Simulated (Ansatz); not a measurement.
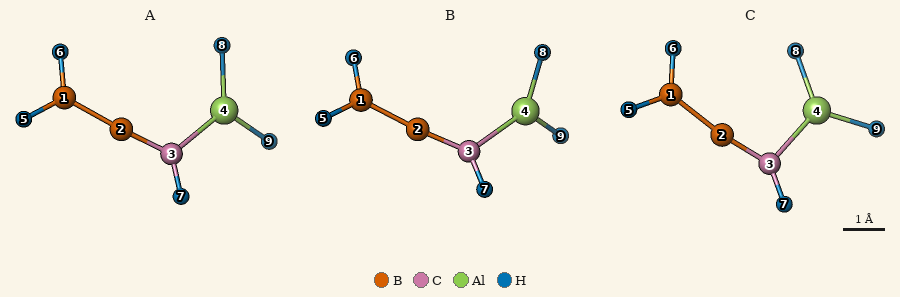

3 geometries from one relaxation of CH$_{5}$AlB$_{2}$, in shuffled order. A ball-and-stick model, seen at a tilt.

The run prepares an end point of a later path (hydrogen shift) calculation, from a guessed geometry.

Theory: UKS PBE-D4/6-31G* (Ansatz). Settings: collinear spin; force threshold 0.02 eV/Å; at most 50 steps.

Order the frames from highest to lowest energy.

B, A, C. They are steps 0, 4, 12, at +29.3 kJ/mol, +7.37 kJ/mol relative to the last. The energy falls by 29.3 kJ/mol in 11 accepted moves (12 points after the start). Largest force component: 0.76 eV/Å at the start, 0.0087 eV/Å at the end. The line search rejected the trial step at point 10 of the run. H8 moves most after the best rigid fit: 1.30 Å. Largest moves by element: H 1.30 Å, C 0.32 Å, B 0.28 Å, Al 0.22 Å. Among the contacts that change: Al4–H9 1.556 → 1.604 Å, Al4–H8 1.554 → 1.600 Å, B1–B2 1.592 → 1.632 Å, B1–H5 1.175 → 1.206 Å. Bond angles that change, for instance: B2–C3–Al4 119.6° → 102.9°, H8–Al4–H9 111.5° → 122.1°, Al4–C3–H7 110.5° → 119.8°. Groups turn about C3–Al4 by about 50°.
